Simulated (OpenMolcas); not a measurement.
**A workflow on AlSbH3F (SMILES [F][AlH][SbH2])**

We compute a single-point energy (HF/ANO-R0), then the energy (CASSCF(2,2)/ANO-R1), then the energy along one coordinate (CASPT2(2,2)/ANO-R1), then the energy along one coordinate (SC-NEVPT2(2,2)/ANO-R1), then the energy along one coordinate (MC-PDFT[tPBE](2,2)/ANO-R1) of AlSbH3F. 

The calculation is run with OpenMolcas 26.06.

### 1 Starting point

AlSbH3F has 6 atoms, charge 0, and is taken as a singlet. SMILES: `[F][AlH][SbH2]`. Geometry: relaxed at PBE0-D4/def2-TZVP. This is one conformer, not always the lowest.

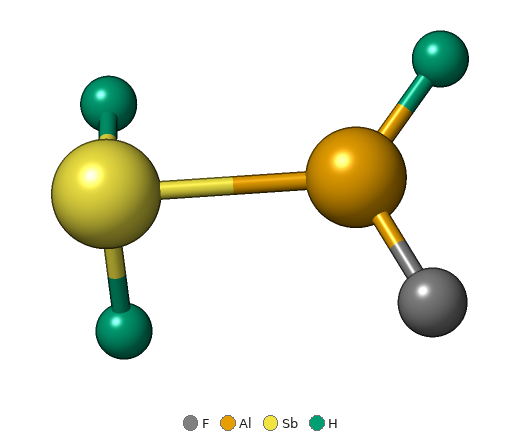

Viewed from a chosen angle; fluorine grey, aluminium amber, antimony yellow, hydrogen teal.

### 2 The energy at HF/ANO-R0 (sfX2C) (run 1)

input.xyz reads:

```xyz
6

F     -1.114600    -1.632400     1.262300
Al    -0.336100    -1.039300    -0.069800
Sb     1.279900     1.003700     0.334800
H     -0.594800    -1.800700    -1.431700
H      0.842100     1.592000    -1.209900
H     -0.034400     1.812900     1.068100
```

step1.inp reads:

```
* AlFH3Sb Hartree-Fock

&GATEWAY
  COORD
  input.xyz
  BASIS
  ANO-R0
  GROUP
  NoSym

&SEWARD

&SCF
  PRORBITALS
  0

&LOCALISATION
  OCCUPIED
  FREEZE
  PIPEK-MEZEY

&LOCALISATION
  FILEORB
  $Project.LocOrb
  VIRTUAL
  PIPEK-MEZEY
```

The run is started by

```console
$ export MOLCAS_MEM=1860
$ pymolcas step1.inp > step1.log
```

Standard output:

```text
--- Start Module: gateway ---
[...]
--- Stop Module: gateway /rc=_RC_ALL_IS_WELL_ ---
[...]
      Basis functions           44
[...]
       Convergence after  11 Iterations
[...]
::    Total SCF energy                              -6821.2835565709
[...]
      Total spin, S                                     0.0000000000
[...]
      Total electronic charge=   76.000000
      Total            charge=   -0.000000
[...]
      Dipole Moment (debye):
      Origin of the operator (angstrom)=    0.7340    0.3762    0.3590
                   X=  6.4613E-01               Y= -7.6910E-01               Z=  1.5373E+00           Total=  1.8364E+00
      Quadrupole Moment (debye*angstrom):
[...]
--- Start Module: localisation ---
[...]
--- Stop Module: localisation /rc=_RC_ALL_IS_WELL_ ---
--- Start Module: localisation ---
[...]
--- Stop Module: localisation /rc=_RC_ALL_IS_WELL_ ---
[...]
```

Run time: 6 s. Hardware: 1 thread of AMD EPYC 7B13 (Zen 3), shared host; peak memory 0.41 GiB.

### 3 The energy at CASSCF(2,2)/ANO-R1 (sfX2C, RICD fitting) (run 2)

input.xyz is that of step 2.

step2.inp reads:

```
* AlFH3Sb CASSCF
>>> EXPORT MOLCAS_PRINT=2
&gateway
coord=input.xyz
basis=ANO-R0
group=NoSym
&seward
&rasscf
fileorb=$CurrDir/step1.LocOrb
alter=2
1 36 38
1 39 41
spin=1
nactel=2 0 0
inactive=37
ras2=2
orblisting=Nothing
>>> COPY $Project.RunFile RUNFIL1
>>> COPY $Project.RasOrb INPORB
&gateway
coord=input.xyz
basis=ANO-R1
group=NoSym
ricd
&seward
>>> COPY $Project.RunFile RUNFIL2
&expbas
&rasscf
fileorb=$Project.ExpOrb
spin=1
nactel=2 0 0
inactive=37
ras2=2
orblisting=Nothing
orbappear=Compact
```

The run is started by

```console
$ export MOLCAS_MEM=1860
$ pymolcas step2.inp > step2.log
```

Standard output:

```text
--- Start Module: gateway ---
[...]
--- Stop Module: gateway /rc=_RC_ALL_IS_WELL_ ---
[...]
      Basis functions           44
[...]
      Number of active orbitals                  2
[...]
      Spin quantum number                      0.0
[...]
      Active orbitals                            2
[...]
      Number of CSFs                             3
[...]
      Number of root(s) required                 1
[...]
      Convergence after 13 iterations
[...]
      printout of CI-coefficients larger than  0.05 for root  1
      energy=   -6821.293269
      conf/sym  11     Coeff  Weight
             1  20   0.99262 0.98529
             3  02  -0.12130 0.01471
      Natural orbitals and occupation numbers for root  1
      sym 1:   1.970573   0.029427
      ************************************************************************************************************************
      *                                                    Final results                                                     *
[...]
::    RASSCF root number  1 Total energy:  -6821.29326946
[...]
      Basis functions           90
[...]
--- Start Module: expbas ---
[...]
--- Stop Module: expbas /rc=_RC_ALL_IS_WELL_ ---
--- Start Module: rasscf ---
[...]
      Convergence after 15 iterations
[...]
      Natural orbitals and occupation numbers for root  1
      sym 1:   1.967554   0.032446
      ************************************************************************************************************************
      *                                                    Final results                                                     *
[...]
::    RASSCF root number  1 Total energy:  -6821.72186788
[...]
      Total electronic charge=   76.000000
      Total            charge=   -0.000000
[...]
      Dipole Moment (debye):
      Origin of the operator (angstrom)=    0.7340    0.3762    0.3590
                   X=  7.4508E-01               Y=  5.9223E-01               Z= -1.5285E+00           Total=  1.8006E+00
      Quadrupole Moment (debye*angstrom):
[...]
--- Stop Module: rasscf /rc=_RC_ALL_IS_WELL_ ---
[...]
```

It took 23 s on 1 thread of AMD EPYC 7B13 (Zen 3), shared host; peak memory 0.41 GiB.

### 4 The energy along one coordinate at CASPT2(2,2)/ANO-R1 (sfX2C, RICD fitting, ipea shift 0.25 Eh, pt2 variant SS) (run 3)

step3.input reads:

```
>>> EXPORT MOLCAS_PRINT=2
>>> COPY $CurrDir/step2.RasOrb $Project.RasOrb
>>> ForEach K in (1, 2, 3, 4, 5, 6, 7, 8, 9)
&gateway
coord=$CurrDir/point$K.xyz
basis=ANO-R1
group=NoSym
ricd
&seward
&rasscf
fileorb=$Project.RasOrb
spin=1
nactel=2 0 0
inactive=37
ras2=2
orblisting=Nothing
orbappear=Compact
&caspt2
imaginary=0.2
frozen=24
>>> EndDo
```

The run is started by

```console
$ export MOLCAS_MEM=1860
$ pymolcas step3.input > step3.log
```

Standard output:

```text
[...]
      Basis functions           90
[...]
      Number of active orbitals                  2
[...]
      Spin quantum number                      0.0
[...]
      Active orbitals                            2
[...]
      Number of CSFs                             3
[...]
      Number of root(s) required                 1
[...]
      Convergence after 12 iterations
[...]
      Natural orbitals and occupation numbers for root  1
      sym 1:   1.977582   0.022418
      ************************************************************************************************************************
      *                                                    Final results                                                     *
[...]
::    RASSCF root number  1 Total energy:  -6821.71031998
[...]
::    CASPT2 Root  1     Total energy:  -6822.38812874
[...]
      Convergence after 12 iterations
[...]
      Natural orbitals and occupation numbers for root  1
      sym 1:   1.967548   0.032452
      ************************************************************************************************************************
      *                                                    Final results                                                     *
[...]
      Convergence after 14 iterations
[...]
      Natural orbitals and occupation numbers for root  1
      sym 1:   1.664152   0.335848
      ************************************************************************************************************************
      *                                                    Final results                                                     *
[...]
      Convergence after 14 iterations
[...]
      Natural orbitals and occupation numbers for root  1
      sym 1:   1.421301   0.578699
      ************************************************************************************************************************
      *                                                    Final results                                                     *
[...]
      Convergence after 14 iterations
[...]
      Natural orbitals and occupation numbers for root  1
      sym 1:   1.191126   0.808874
      ************************************************************************************************************************
      *                                                    Final results                                                     *
[...]
::    RASSCF root number  1 Total energy:  -6821.62530681
[...]
::    CASPT2 Root  1     Total energy:  -6822.28825707
[...]
      Convergence after 12 iterations
[...]
::    RASSCF root number  1 Total energy:  -6821.62381072
[...]
::    CASPT2 Root  1     Total energy:  -6822.28632908
[...]
```

Wall time 2.7 min (1 thread of AMD EPYC 7B13 (Zen 3), shared host); peak memory 0.27 GiB.

The scan, from its lowest point:

| H5–Sb3 (Å) | energy (kJ/mol) |
| --- | --- |
| 1.539 | 24.0 |
| 1.710 | 0.0 |
| 1.881 | 17.1 |
| 2.137 | 72.6 |
| 2.479 | 152.3 |
| 2.907 | 225.0 |
| 3.420 | 268.3 |
| 4.104 | 286.2 |
| 5.130 | 291.3 |

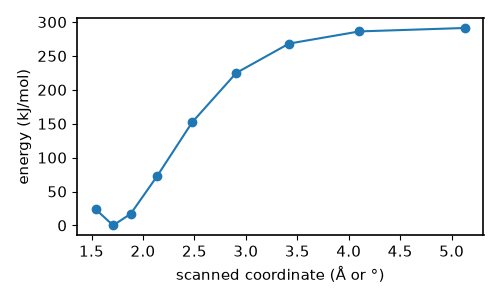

Energy along the scan.

### 5 An energy scan at SC-NEVPT2(2,2)/ANO-R1 (sfX2C, RICD fitting, pt2 variant SC-NEVPT2) (run 4)

step4.inp reads:

```
>>> EXPORT MOLCAS_PRINT=2
>>> COPY $CurrDir/step2.RasOrb $Project.RasOrb
>>> ForEach K in (1, 2, 3, 4, 5, 6, 7, 8, 9)

&GATEWAY
 Coord=$CurrDir/point$K.xyz
 Basis=ANO-R1
 Group=NoSym
 RICD

&SEWARD

&RASSCF
 FileOrb=$Project.RasOrb
 Spin=1
 Nactel=2 0 0
 Inactive=37
 Ras2=2
 OrbListing=Nothing
 OrbAppear=Compact

&CASPT2
 SC-NEVPT2
 Frozen=24
>>> EndDo
```

The run is started by

```console
$ export MOLCAS_MEM=1860
$ pymolcas step4.inp > step4.log
```

Standard output:

```text
[...]
      Basis functions           90
[...]
      Number of active orbitals                  2
[...]
      Spin quantum number                      0.0
[...]
      Active orbitals                            2
[...]
      Number of CSFs                             3
[...]
      Number of root(s) required                 1
[...]
      Convergence after 12 iterations
[...]
      printout of CI-coefficients larger than  0.05 for root  1
      energy=   -6821.710320
      conf/sym  11     Coeff  Weight
             1  20   0.99438 0.98879
             3  02  -0.10587 0.01121
      Natural orbitals and occupation numbers for root  1
      sym 1:   1.977582   0.022418
      ************************************************************************************************************************
      *                                                    Final results                                                     *
[...]
::    RASSCF root number  1 Total energy:  -6821.71031998
[...]
      E2 (Variational):          -0.6738349477
[...]
::    SC-NEVPT2 Root  1     Total energy:  -6822.38409589
[...]
      Convergence after 12 iterations
[...]
      Natural orbitals and occupation numbers for root  1
      sym 1:   1.967548   0.032452
      ************************************************************************************************************************
      *                                                    Final results                                                     *
[...]
      Convergence after 14 iterations
[...]
      Natural orbitals and occupation numbers for root  1
      sym 1:   1.664152   0.335848
      ************************************************************************************************************************
      *                                                    Final results                                                     *
[...]
      Convergence after 14 iterations
[...]
      Natural orbitals and occupation numbers for root  1
      sym 1:   1.421301   0.578699
      ************************************************************************************************************************
      *                                                    Final results                                                     *
[...]
      Convergence after 14 iterations
[...]
::    RASSCF root number  1 Total energy:  -6821.62530681
[...]
::    SC-NEVPT2 Root  1     Total energy:  -6822.28814647
[...]
      Convergence after 12 iterations
[...]
::    RASSCF root number  1 Total energy:  -6821.62381072
[...]
      E2 (Variational):          -0.6625472170
[...]
      Reference weight:           0.86001
[...]
::    SC-NEVPT2 Root  1     Total energy:  -6822.28635793
[...]
```

It took 2.6 min on 1 thread of AMD EPYC 7B13 (Zen 3), shared host; peak memory 0.27 GiB.

The scan, from its lowest point:

```
H5–Sb3 (Å)  energy (kJ/mol)
     1.539             26.3
     1.710              0.0
     1.881             15.3
     2.137             68.9
     2.479            147.1
     2.907            218.7
     3.420            261.0
     4.104            278.2
     5.130            282.9
```

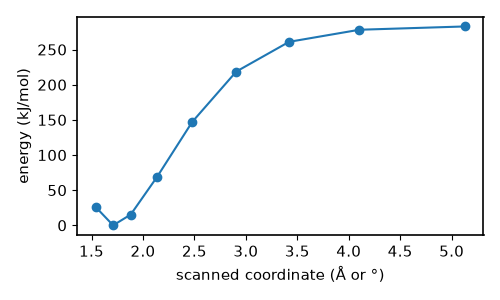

Energy along the scan.

### 6 The energy along one coordinate at MC-PDFT[tPBE](2,2)/ANO-R1 (sfX2C, RICD fitting) (run 5)

step5.inp reads:

```
>>> COPY $CurrDir/step2.RasOrb $Project.RasOrb
>>> ForEach K in (1, 2, 3, 4, 5, 6, 7, 8, 9)

&GATEWAY
  COORD=$CurrDir/point$K.xyz
  BASIS=ANO-R1
  GROUP=NoSym
  RICD

&SEWARD

&RASSCF
  FILEORB=$Project.RasOrb
  SPIN=1
  NACTEL=2 0 0
  INACTIVE=37
  RAS2=2
  ORBLISTING=Nothing
  ORBAPPEAR=Compact

&MCPDFT
  KSDFT=T:PBE
>>> EndDo
```

The run is started by

```console
$ export MOLCAS_MEM=1860
$ pymolcas step5.inp > step5.log
```

Standard output:

```text
--- Start Module: gateway ---
[...]
      Basis functions           90
[...]
      Number of active orbitals                  2
[...]
      Spin quantum number                      0.0
[...]
      Active orbitals                            2
[...]
      Number of CSFs                             3
[...]
      Number of root(s) required                 1
[...]
      Convergence after 12 iterations
[...]
      printout of CI-coefficients larger than  0.05 for root  1
      energy=   -6821.710320
      conf/sym  11     Coeff  Weight
             1  20   0.99438 0.98879
             3  02  -0.10587 0.01121
      Natural orbitals and occupation numbers for root  1
      sym 1:   1.977582   0.022418
      ************************************************************************************************************************
      *                                                    Final results                                                     *
[...]
::    RASSCF root number  1 Total energy:  -6821.71031998
[...]
::    MCPDFT root number  1 Total energy:  -6824.79277015
[...]
      Convergence after 12 iterations
[...]
      Natural orbitals and occupation numbers for root  1
      sym 1:   1.967548   0.032452
      ************************************************************************************************************************
      *                                                    Final results                                                     *
[...]
      Convergence after 14 iterations
[...]
      Natural orbitals and occupation numbers for root  1
      sym 1:   1.664152   0.335848
      ************************************************************************************************************************
      *                                                    Final results                                                     *
[...]
      Convergence after 14 iterations
[...]
      Natural orbitals and occupation numbers for root  1
      sym 1:   1.421301   0.578699
      ************************************************************************************************************************
      *                                                    Final results                                                     *
[...]
      Convergence after 14 iterations
[...]
::    RASSCF root number  1 Total energy:  -6821.62530681
[...]
::    MCPDFT root number  1 Total energy:  -6824.69265853
[...]
      Convergence after 12 iterations
[...]
::    RASSCF root number  1 Total energy:  -6821.62381072
[...]
      Total electronic charge=   76.000000
      Total            charge=   -0.000000
[...]
::    MCPDFT root number  1 Total energy:  -6824.69162438
[...]
```

Run time: 2.6 min. Hardware: 1 thread of AMD EPYC 7B13 (Zen 3), shared host; peak memory 0.27 GiB.

The scan, from its lowest point:

```csv
H5–Sb3 (Å),energy (kJ/mol)
1.539,28.0
1.710,0.0
1.881,12.9
2.137,64.1
2.479,144.1
2.907,222.3
3.420,272.1
4.104,290.9
5.130,293.6
```

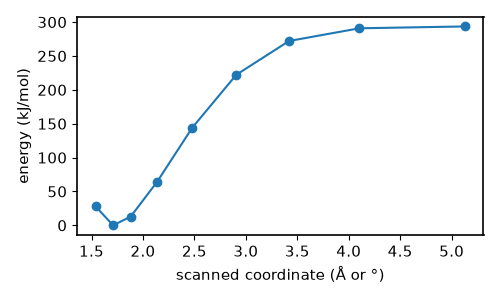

Energy along the scan.

### 7 What came out

| quantity | value |
| --- | --- |
| run 1, HF/ANO-R0: total energy | -6821.28356 Eh |
| run 1, HF/ANO-R0: dipole moment | 1.84 D |
| run 1, HF/ANO-R0: HOMO energy | -10.16 eV |
| run 1, HF/ANO-R0: LUMO energy | 0.27 eV |
| run 1, HF/ANO-R0: HOMO–LUMO gap | 10.43 eV |
| run 2, CASSCF(2,2)/ANO-R1: total energy | -6821.72187 Eh |
| run 2, CASSCF(2,2)/ANO-R1: dipole moment (CASSCF density) | 1.80 D |
| run 3, CASPT2(2,2)/ANO-R1: lowest energy of the scan | -6822.39726 Eh |
| run 4, SC-NEVPT2(2,2)/ANO-R1: lowest energy of the scan | -6822.39410 Eh |
| run 5, MC-PDFT[tPBE](2,2)/ANO-R1: lowest energy of the scan | -6824.80344 Eh |
